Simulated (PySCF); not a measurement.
# U-r2SCAN/STO-6G run of BSiH4 (SMILES [BH][SiH3])

Aim: the vertical ionisation energy of BSiH4 at U-r2SCAN/STO-6G, from 2 runs. The job is set up through a Python script.

Program for the calculation: PySCF 2.14.0.

5 further runs of the same task are left out: 5 set aside as unsound or not needed.

## 1. The molecule

BSiH4 has 6 atoms, charge 0, and is taken as a doublet. SMILES: `[BH][SiH3]`. The coordinates come from a GFN2-xTB relaxation.

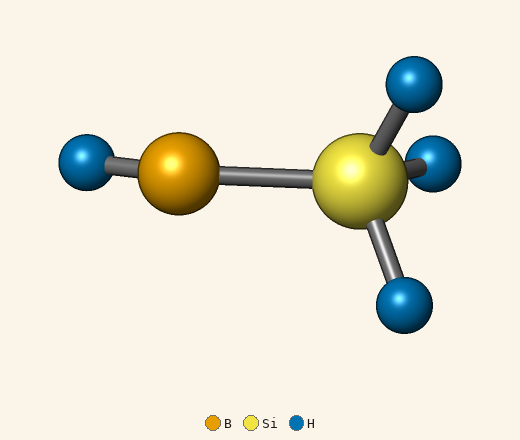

Viewed from a chosen angle; boron amber, silicon yellow, hydrogen blue.

## 2. A single-point energy at U-r2SCAN/STO-6G

Contents of run.py:

```python
from pyscf import gto, dft

mol = gto.M(
    atom='''
B      0.938510    -0.830080     0.651420
Si    -0.268720     0.378400    -0.198310
H      1.206890    -1.921260     0.929580
H     -1.511470    -0.138420    -0.820190
H      0.392690     1.102720    -1.300860
H     -0.757900     1.408630     0.738360
''',
    basis='sto-6g',
    verbose=4,
    spin=1,
    max_memory=1860,
    charge=0,
)

myscf = dft.UKS(mol, xc='r2scan')
myscf.conv_tol = 1e-10
myscf.grids.level = 5
myscf.kernel()
if not myscf.converged:
    myscf = myscf.newton().run(myscf.mo_coeff, myscf.mo_occ)

energy = myscf.e_tot
print(f'total energy: {energy:.8f} hartree')
```

On the command line:

```sh
$ OMP_NUM_THREADS=1 python run.py
```

What it wrote:

```text
PySCF version 2.14.0

[... 99 lines left out ...]
converged SCF energy = -315.462854890769  <S^2> = 0.75394834  2S+1 = 2.0039445
total energy: -315.46285489 hartree
```

Wall time 7.5 s (1 thread of Arm Neoverse V1, shared host); peak memory 0.21 GiB.

## 3. The singlet cation

Contents of run.py:

```python
from pyscf import gto, dft

mol = gto.M(
    atom='''
B      1.773527    -1.568624     1.231005
Si    -0.507807     0.715072    -0.374752
H      2.280692    -3.630655     1.756652
H     -2.856264    -0.261576    -1.549934
H      0.742077     2.083839    -2.458269
H     -1.432223     2.661925     1.395298
''',
    verbose=3,
    charge=1,
    unit='bohr',
    max_memory=1860,
    basis='sto-6g',
)

mf = dft.RKS(mol, xc='r2scan')
mf.conv_tol = 1e-10
mf.grids.level = 5
mf.kernel()
if not mf.converged:
    mf = mf.newton().run(mf.mo_coeff, mf.mo_occ)

etot = mf.e_tot
print('Final energy', etot)
```

On the command line:

```sh
$ OMP_NUM_THREADS=1 python run.py
```

What it wrote:

```text
converged SCF energy = -315.223778460997
Final energy -315.22377846099675
```

Run time: 4.8 s. Hardware: 1 thread of Arm Neoverse V1, shared host; peak memory 0.2 GiB.

## 4. Outcome

At U-r2SCAN/STO-6G:

| quantity | value |
| --- | --- |
| doublet BSiH4: total energy | -315.46285 Eh |
| doublet BSiH4: dipole moment | 0.31 D |
| doublet BSiH4: HOMO energy (highest over α and β) | -2.22 eV |
| doublet BSiH4: LUMO energy (lowest over α and β) | -0.19 eV |
| doublet BSiH4: ⟨S²⟩ | 0.754 |
| singlet cation: total energy | -315.22378 Eh |
| singlet cation: HOMO energy | -13.82 eV |
| singlet cation: LUMO energy | -9.95 eV |
| singlet cation: HOMO–LUMO gap | 3.88 eV |
| vertical ionisation energy (to the singlet cation) | 6.506 eV |

What this shows: Removing an electron at fixed nuclei costs 6.51 eV (150 kcal/mol). Only the singlet of the ionised species was computed; a triplet could lie lower. In a minimal basis such a difference can be off by several eV, whatever the method. Mulliken charges (doublet BSiH4) run from -0.14 on H4 to +0.46 on Si2; they depend strongly on the basis. Mulliken charges (singlet cation) run from -0.01 on H6 to +0.53 on Si2.
